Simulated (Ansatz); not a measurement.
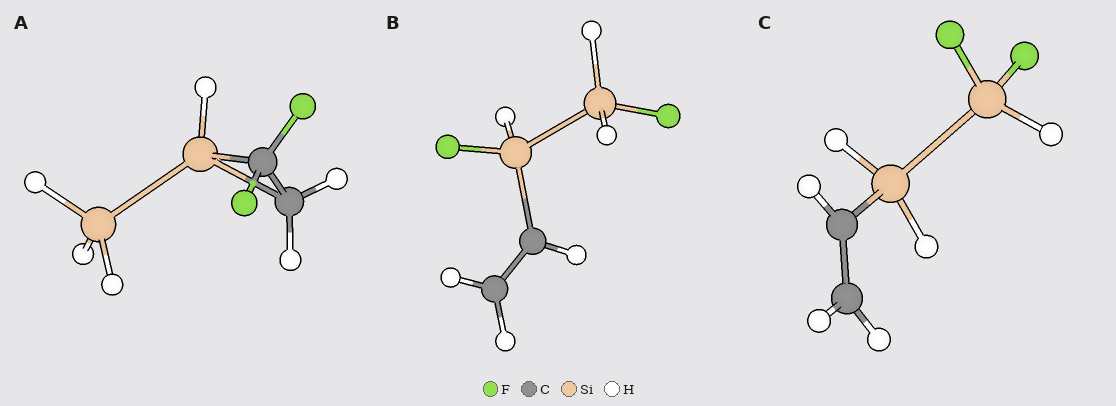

Simulated data, not a measurement (program: Ansatz).

> Match each picture to its SMILES.
(1) FC1(F)C[Si@H]1[SiH3]
(2) C=C[SiH2][SiH](F)F
(3) C=C[Si@@H](F)[SiH2]F

A is (1), B is (3), C is (2).
